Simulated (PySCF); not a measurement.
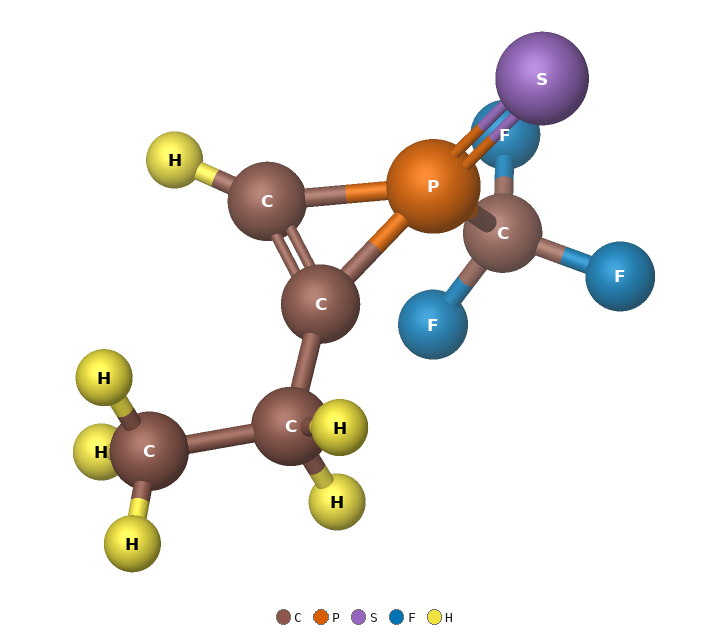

Rendered structure (ball-and-stick style). Double and triple bonds are drawn as two and three sticks.

Computed geometry: PBE0-D3(BJ)/def2-SVP optimisation. No frequency run is at hand to confirm it as a minimum.

Description:

Formula C5H6F3PS. Its SMILES string is `CCC1=C[P@]1(=S)C(F)(F)F`. Independent rings (smallest set): 1 of 3 members. Among its groups: alkene, C–F bond. The point group is C1. Coordination, clear cases only: 3 C tetrahedral.

More results for the same structure follow; atom numbers are the same in all pictures, views and colours differ.

**Geometry**

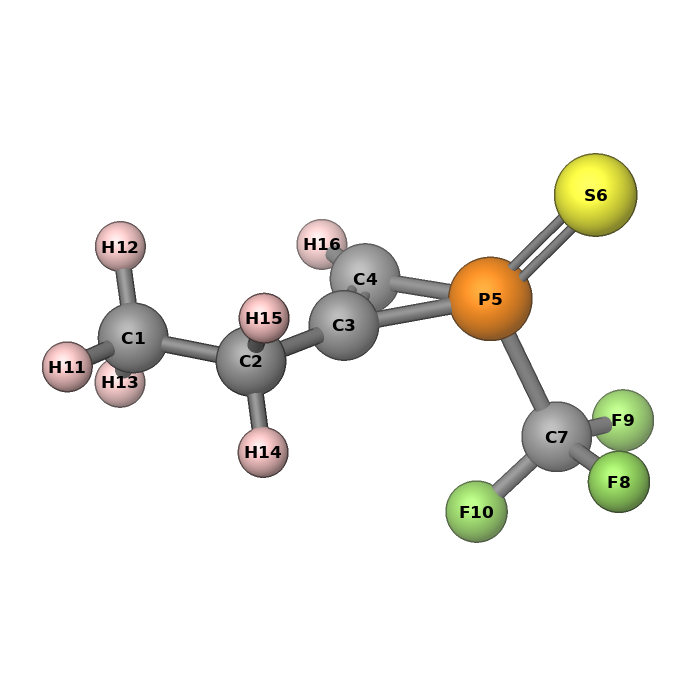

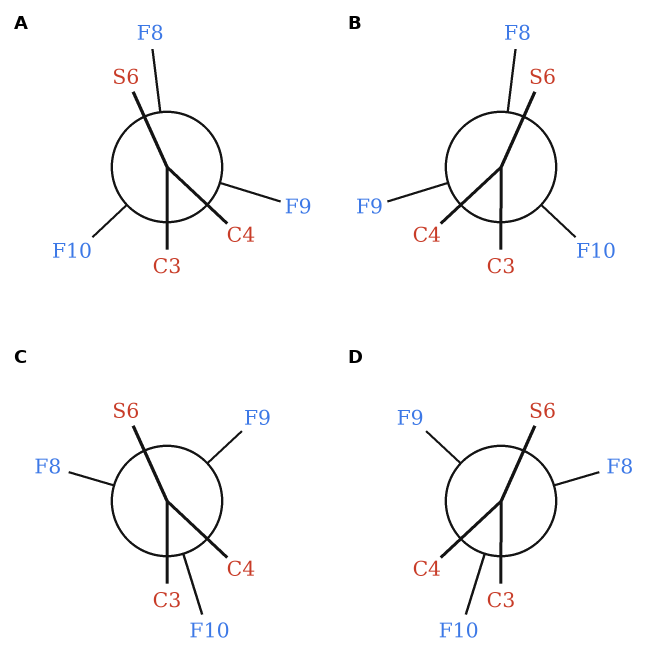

Distant atoms are faded towards the background colour. Bonds that would overlap in a projection are set slightly apart. No frequency run is at hand to confirm it as a minimum.

Question: Which Newman projection shows the view along P5–C7, with P5 in front?

Answer: D. The torsion angle S6–P5–C7–F8 is 49°, synclinal (gauche).

**Charges**

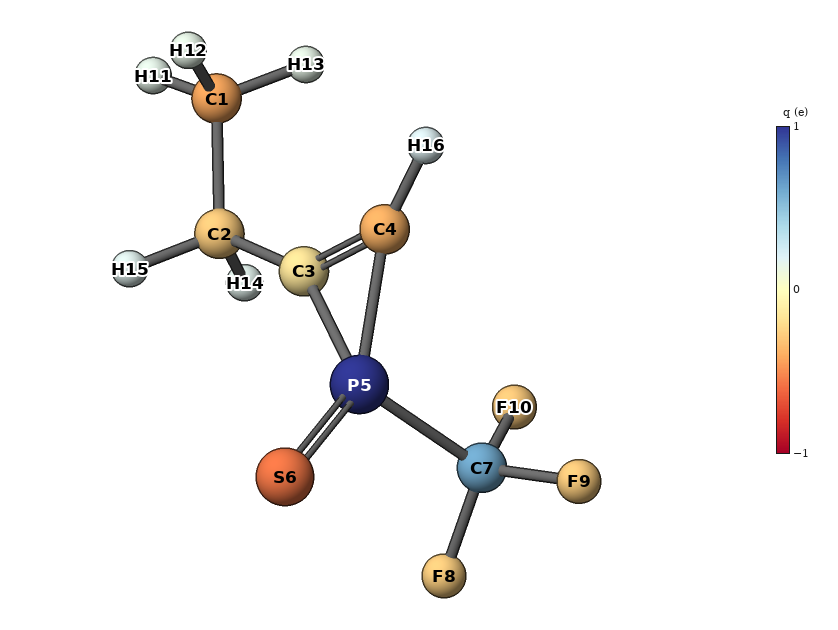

Atoms are coloured by their IAO charges. No frequency run is at hand to confirm it as a minimum. Method: PBE0/pcSseg-1 in cyclohexane (IEF-PCM) (PySCF 2.14.0).

Question: Which atom carries the highest charge (most positive or least negative)?

Answer: P5 (0.99 e).

Question: And the lowest?

Answer: S6 (−0.56 e).

List the IAO charges.

| atom | value (e) |
| --- | --- |
| C1 | −0.41 |
| C2 | −0.27 |
| C3 | −0.15 |
| C4 | −0.37 |
| P5 | 0.99 |
| S6 | −0.56 |
| C7 | 0.60 |
| F8 | −0.27 |
| F9 | −0.27 |
| F10 | −0.28 |
| H11 | 0.15 |
| H12 | 0.15 |
| H13 | 0.14 |
| H14 | 0.17 |
| H15 | 0.17 |
| H16 | 0.19 |

**Polarisability**

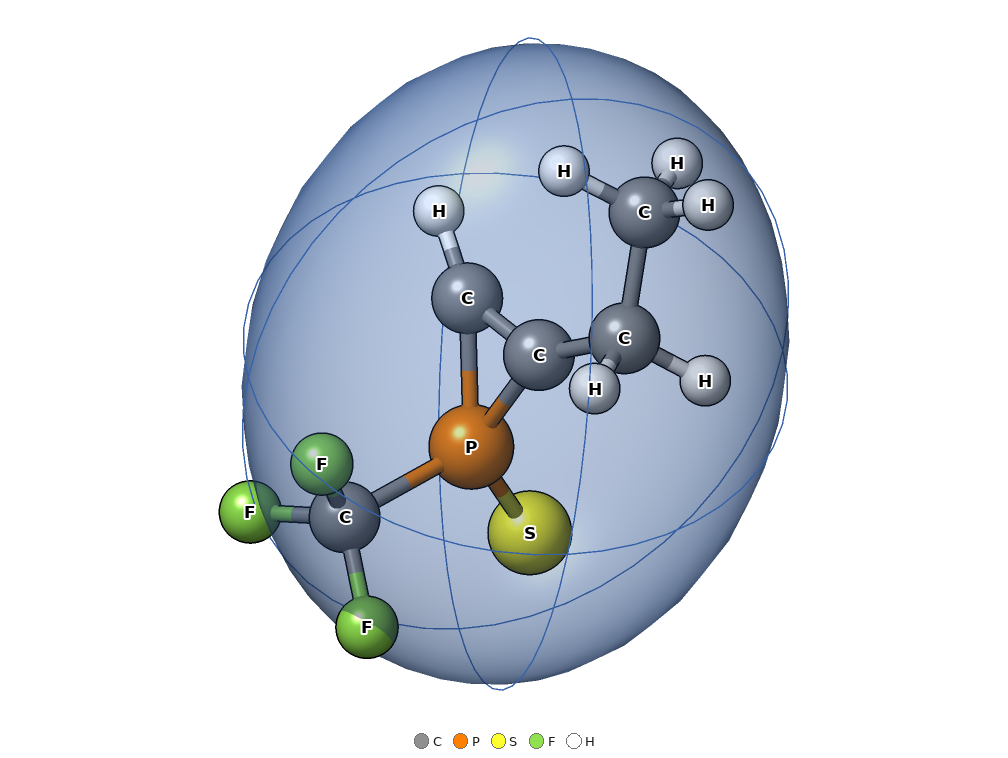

The ellipsoid shows the static dipole polarisability: its half-axes are proportional to the principal values. No frequency run is at hand to confirm it as a minimum. Method: B3LYP/def2-SVPD in cyclohexane (IEF-PCM) (PySCF 2.14.0).

Question: Give the principal values, the mean and the anisotropy.

Answer: Principal values 103.3, 109.5, 154.7 bohr³; mean 122.5 bohr³ (18.15 Å³); anisotropy 48.6 bohr³, so the longest axis is 1.50 times the shortest.

**Ring current**

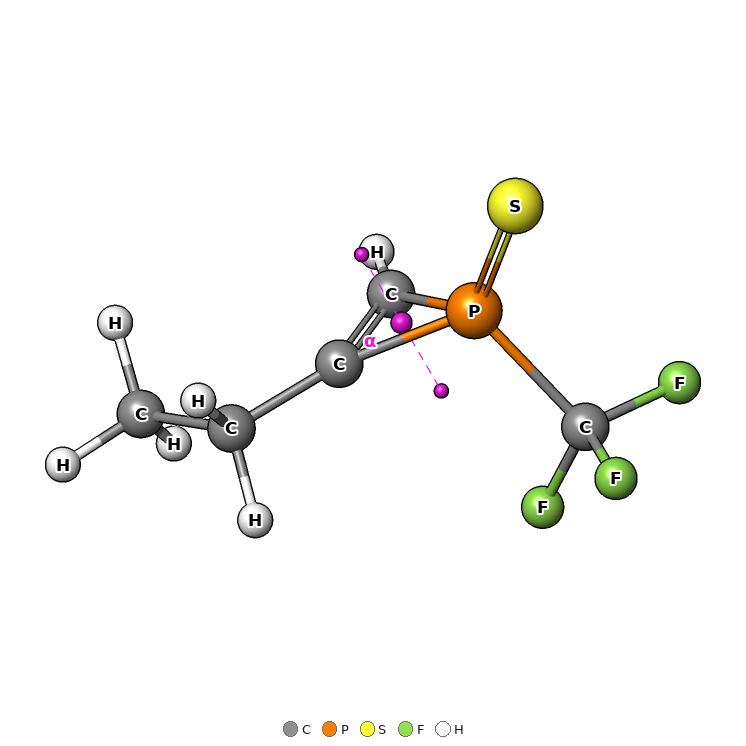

The small points mark where nucleus-independent chemical shifts (NICS) were computed: at the centre of each lettered ring and 1 Å above and below it. No frequency run is at hand to confirm it as a minimum. Method: GIAO KT3/pcSseg-1 NMR shielding, non-relativistic, gas phase (PySCF 2.14.0).

Give NICS(0), NICS(1) and the out-of-plane component NICS(1)zz for each ring (means of the two sides).

```tsv
ring	members	NICS(0)	NICS(1)	NICS(1)zz
α	C2P	−18.8	−7.9	−12.6
```

Values in ppm.
